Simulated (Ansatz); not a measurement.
CH$_{8}$OSi: several calculations on one system

**1. Relaxation**

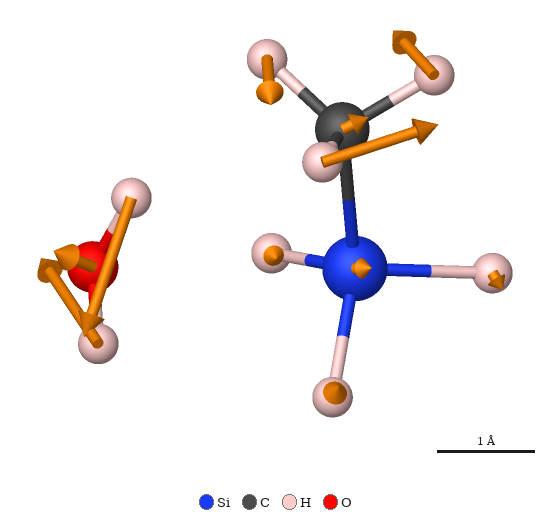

This is a relaxation of CH$_{8}$OSi. The starting structure is drawn; orange arrows show the displacements, at their true length. The two geometries are superimposed by the best rigid fit.

The picture is a ball-and-stick view, seen from a free direction.

The run prepares an end point of a later path (reaction) calculation, from a guessed geometry.

Level of theory: Ansatz 0.2.0, RKS BLYP/6-31G*.

Input file:
```yaml
crystal:
  periodic: [false, false, false]
  atoms:
    - { symbol: Si, position_ang: [0.265638, -0.021332, 0.110555] }
    - { symbol: C, position_ang: [0.141273, -0.041454, 1.994537] }
    - { symbol: H, position_ang: [-0.521081, -0.844372, 2.36244] }
    - { symbol: H, position_ang: [1.130236, -0.225321, 2.447006] }
    - { symbol: H, position_ang: [-0.212993, 0.922156, 2.397292] }
    - { symbol: H, position_ang: [1.682849, -0.376713, -0.255341] }
    - { symbol: H, position_ang: [0.00048, 1.316608, -0.491615] }
    - { symbol: H, position_ang: [-0.580956, -1.074605, -0.535049] }
    - { symbol: O, position_ang: [-2.476796, 0.584036, 0.779514] }
    - { symbol: H, position_ang: [-2.877623, -0.2671, 0.501996] }
    - { symbol: H, position_ang: [-2.115526, 0.380097, 1.680965] }
basis:
  gaussian: { orbitals: "6-31G*" }
hamiltonian:
  xc: blyp
relax:
  f_tol: 0.03
  max_steps: 50
```

Launched with:
```bash
ansatz run input.yaml --threads 1 --pin off --max-ram 2048MiB --backend cpu --events-out ev --progress --plain --runs-dir out
```

Q: Which element moves most?

A: Hydrogen: up to 1.55 Å, against 0.60 Å for oxygen.

Q: What happened in the run?

A: H10 moves most after the best rigid fit: 1.55 Å. Largest moves by element: H 1.55 Å, O 0.60 Å, C 0.30 Å, Si 0.23 Å. Near-neighbour distances that change, for instance: O9–H11 0.992 → 0.981 Å, Si1–H7 1.491 → 1.501 Å, Si1–C2 1.888 → 1.895 Å, Si1–H6 1.506 → 1.500 Å. Bond angles that change, for instance: C2–Si1–H6 107.6° → 111.7°, H7–Si1–H8 110.9° → 107.4°, Si1–C2–H5 112.1° → 109.1°. Groups turn about Si1–C2 by about 55°. The energy falls by 20.7 kJ/mol in 33 accepted moves (43 points after the start). The largest force component goes from 0.58 to 0.024 eV/Å. The line search rejected the trial steps at points 2, 8, 14, 16, 20, 24, 27, 31 and more of the run. The forces were under the threshold at step 36, but the run went on from there. The run took 79 s on 1 thread of Arm Neoverse V2, on a shared host, peak memory 0.12 GiB.

**2. Relaxation**

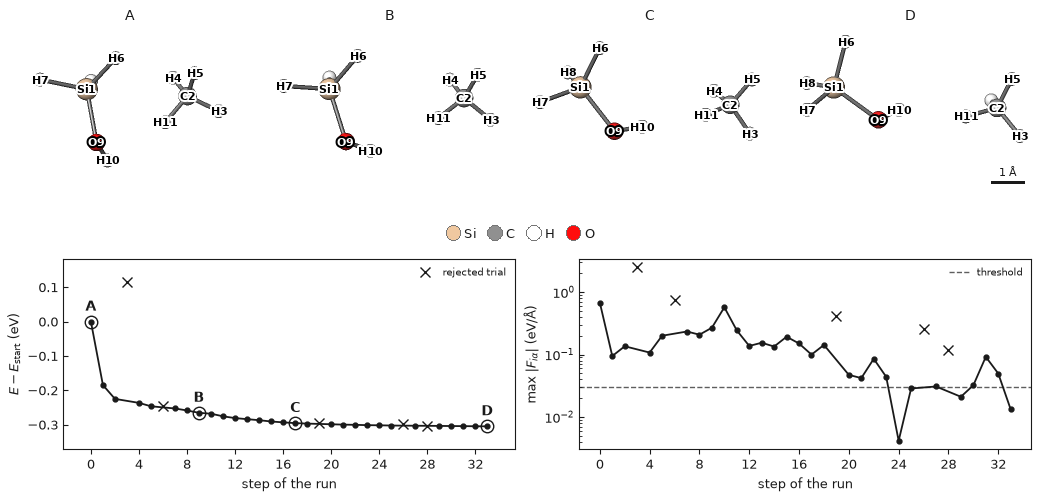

Frames of a relaxation of CH8OSi, marked on the history of the run. The picture is a ball-and-stick view, seen face on.

The run prepares an end point of a later path (reaction) calculation, from a guessed geometry.

Method: Ansatz, RKS BLYP/6-31G*.

Input
```yaml
crystal:
  periodic: [false, false, false]
  atoms:
    - { symbol: Si, position_ang: [-0.401226, 0.299126, -0.460078] }
    - { symbol: C, position_ang: [-0.195886, -0.205037, 2.584235] }
    - { symbol: H, position_ang: [-0.513736, -0.588455, 3.5673] }
    - { symbol: H, position_ang: [0.335827, -1.003431, 2.047866] }
    - { symbol: H, position_ang: [0.485042, 0.646495, 2.730018] }
    - { symbol: H, position_ang: [0.614748, 1.066422, 0.314743] }
    - { symbol: H, position_ang: [-0.309801, 0.744387, -1.887444] }
    - { symbol: H, position_ang: [-0.069509, -1.16402, -0.407278] }
    - { symbol: O, position_ang: [-1.979661, 0.594073, 0.049809] }
    - { symbol: H, position_ang: [-2.446121, -0.176193, 0.427196] }
    - { symbol: H, position_ang: [-1.084177, 0.138634, 2.025934] }
basis:
  gaussian: { orbitals: "6-31G*" }
hamiltonian:
  xc: blyp
relax:
  f_tol: 0.03
  max_steps: 50
output:
  orbitals: {}
```

Launched with:
```bash
ansatz run input.yaml --threads 1 --pin off --max-ram 2048MiB --backend cpu --events-out ev --progress --plain --runs-dir out
```

What happens along the run?

The energy falls by 0.305 eV in 28 accepted moves (33 points after the start). Largest force component: 0.68 eV/Å at the start, 0.013 eV/Å at the end. The line search rejected the trial steps at points 3, 6, 19, 26, 28 of the run. The forces were under the threshold at step 24, but the run went on from there. H8 moves most after the best rigid fit: 1.97 Å. Largest moves by element: H 1.97 Å, Si 1.00 Å, C 0.97 Å, O 0.89 Å. Some distances before and after: Si1–H6 1.490 → 1.502 Å, Si1–H7 1.498 → 1.491 Å. Bond angles that change, for instance: H6–Si1–H8 109.4° → 107.3°. Groups turn about Si1–O9 by about 55°. The run took 58 s on 1 thread of Arm Neoverse V2 (shared host), peak memory 0.13 GiB. From step 0 to 9: H5 moves most (0.71 Å), energy −0.265 eV. From step 9 to 17: H10 moves most (0.84 Å), energy −0.030 eV. From step 17 to 33: H10 moves most (0.69 Å), energy −0.009 eV.

```
step  E − E(0), eV  largest force component, eV/Å      note
   0        0.0000                         0.6784          
   1       -0.1845                         0.0948          
   2       -0.2246                         0.1360          
   3        0.1160                         2.4901  rejected
   4       -0.2362                         0.1078          
   5       -0.2461                         0.2004          
   6       -0.2450                         0.7375  rejected
   7       -0.2525                         0.2344          
   8       -0.2583                         0.2083          
   9       -0.2652                         0.2694          
  10       -0.2677                         0.5725          
  11       -0.2754                         0.2442          
  12       -0.2805                         0.1376          
  14       -0.2866                         0.1346          
  15       -0.2904                         0.1933          
  16       -0.2929                         0.1506          
  17       -0.2951                         0.0999          
  18       -0.2965                         0.1428          
  20       -0.2984                         0.0473          
  21       -0.2995                         0.0421          
  22       -0.3001                         0.0856          
  23       -0.3010                         0.0440          
  25       -0.3022                         0.0287          
  26       -0.2983                         0.2553  rejected
  27       -0.3027                         0.0309          
  28       -0.3026                         0.1192  rejected
  29       -0.3032                         0.0211          
  31       -0.3038                         0.0921          
  32       -0.3042                         0.0498          
  33       -0.3045                         0.0132
```

**3. Path**

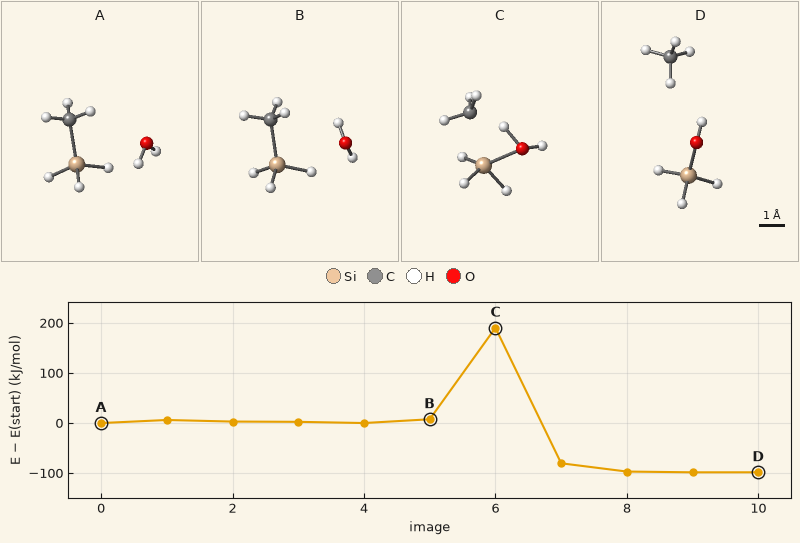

NEB run on CH₈OSi, made up at the start of CH₆Si and H$_{2}$O. Images are numbered from 0 (start) to 10 (end). Frames A to D are images 0, 5, 6, 10. A ball-and-stick model, seen at a tilt.

All numbers below come from Ansatz, RKS BLYP/6-31G*. Settings: 9 movable images; climbing image; force threshold 0.03 eV/Å; iteration limit 60; starting path through a guess of the saddle point.

Q: What happens along the path, and what is the barrier?

A: The highest point, image 6, lies 190.4 kJ/mol above the start and 288.7 kJ/mol above the end; the end is at −98.3 kJ/mol relative to the start. The path has more than one stage, and so few images may leave a stage unresolved. Breaking: H–O (0.98 → 2.67 Å), C–Si (1.90 → 5.00 Å). Forming: C–H (3.74 → 1.10 Å), O–Si (3.53 → 1.69 Å). The band converged in 36 iterations. The largest component of the band force went from 73 to 0.024 eV/Å. The climbing image converged on the top of the path. Its vibrational analysis gives one imaginary mode (1177i cm⁻¹), as a transition state must have.

Limits of the set-up: the start holds two separate molecules, 2.7 Å apart at their closest, whose relative position is a soft coordinate and is computed without a dispersion correction.

Cost: 9.2 min on 1 thread of Arm Neoverse V2 (shared host), peak memory 0.12 GiB.
